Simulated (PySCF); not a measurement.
# [BH4]− (SMILES [H][B-]([H])([H])[H]) at PBE0/STO-6G

Aim: the energy change on altering one bond length of [BH4]− at PBE0/STO-6G, from 2 runs. Input form: a Python script.

The results are computed with PySCF 2.14.0.

10 further runs of the same task are left out: 1 that didn't finish, 9 set aside as unsound or not needed.

## 1. The system as given

[BH4]− has 5 atoms, charge -1, and is taken as a singlet. As SMILES, `[H][B-]([H])([H])[H]`. The shape is that of a GFN2-xTB optimisation.

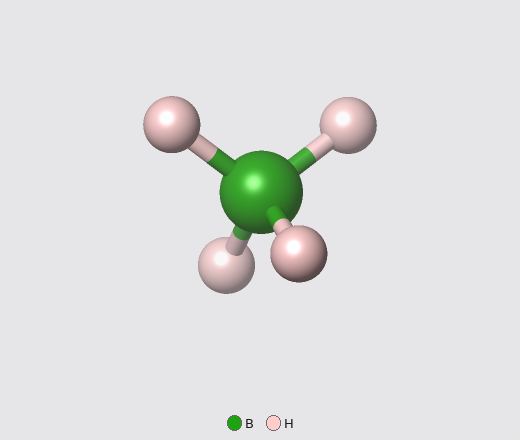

The structure, seen from a chosen angle (boron green, hydrogen pink).

## 2. The energy at PBE0/STO-6G

run.py reads:

```python
# [BH4]-
from pyscf import gto, dft

mol = gto.M(
    atom=[
    ('B', (0.000000, -0.000190, -0.000050)),
    ('H', (0.011880, -0.020580, 1.229120)),
    ('H', (1.154650, 0.011840, -0.420810)),
    ('H', (-0.587600, 1.007810, -0.387560)),
    ('H', (-0.578930, -0.998880, -0.420690)),
],
    max_memory=1860,
    verbose=3,
    spin=0,
    charge=-1,
    basis='sto-6g',
)

ks = dft.RKS(mol)
ks.xc = 'pbe0'
ks.grids.level = 5
ks.conv_tol = 1e-10
ks.kernel()
if not ks.converged:
    ks = ks.newton().run(ks.mo_coeff, ks.mo_occ)

etot = ks.e_tot
print('E = %.10f Eh' % etot)
```

Command:

```console
OMP_NUM_THREADS=1 python run.py
```

Log:

```text
converged SCF energy = -27.0488743721139
E = -27.0488743721 Eh
```

Run time: 1.3 s. Hardware: 1 thread of Arm Neoverse V2, shared host; peak memory 0.15 GiB.

## 3. The distorted shape

input.py reads:

```python
from pyscf import gto, dft

system = gto.M(
    atom='''
B      0.470091    -0.806609     0.309965
H      0.481971    -0.826999     1.539135
H      1.624741    -0.794579    -0.110795
H     -0.587600     1.007810    -0.387560
H     -0.108839    -1.805299    -0.110675
''',
    max_memory=1860,
    charge=-1,
    verbose=3,
    basis='sto-6g',
    spin=0,
)

mf = dft.RKS(system, xc='pbe0')
mf.conv_tol = 1e-10
mf.grids.level = 5
mf.kernel()
if not mf.converged:
    mf = mf.newton().run(mf.mo_coeff, mf.mo_occ)

e_tot = mf.e_tot
print('E = %.10f Eh' % e_tot)
```

Command:

```console
OMP_NUM_THREADS=1 python input.py
```

Log:

```text
converged SCF energy = -26.8936847712454
E = -26.8936847712 Eh
```

It took 1.3 s on 1 thread of Arm Neoverse V2, shared host; peak memory 0.15 GiB.

## 4. What came out

At PBE0/STO-6G:

| quantity | value |
| --- | --- |
| first shape: total energy | -27.04887 Eh |
| first shape: HOMO energy | 1.60 eV |
| first shape: LUMO energy | 22.52 eV |
| first shape: HOMO–LUMO gap (to an unbound level, set by the basis) | 20.92 eV |
| distorted shape: total energy | -26.89368 Eh |
| distorted shape: HOMO energy | 4.14 eV |
| distorted shape: LUMO energy | 11.21 eV |
| distorted shape: HOMO–LUMO gap (to an unbound level, set by the basis) | 7.07 eV |
| energy change with the B1–H4 bond stretched from 1.229 to 2.213 Å | 4.223 eV |

What this shows: With the B1–H4 bond stretched from 1.229 to 2.213 Å the energy rises by 4.22 eV (97 kcal/mol). The first shape isn't relaxed at this level, so the change isn't measured from a minimum. The minimal basis adds a large error of its own. The HOMO (first shape) lies at positive energy, 1.60 eV; only total energies tell whether the electron is bound. Mulliken charges (distorted shape) run from -0.38 on H4 to -0.13 on B1. The HOMO (distorted shape) lies at positive energy, 4.14 eV; only total energies tell whether the electron is bound.
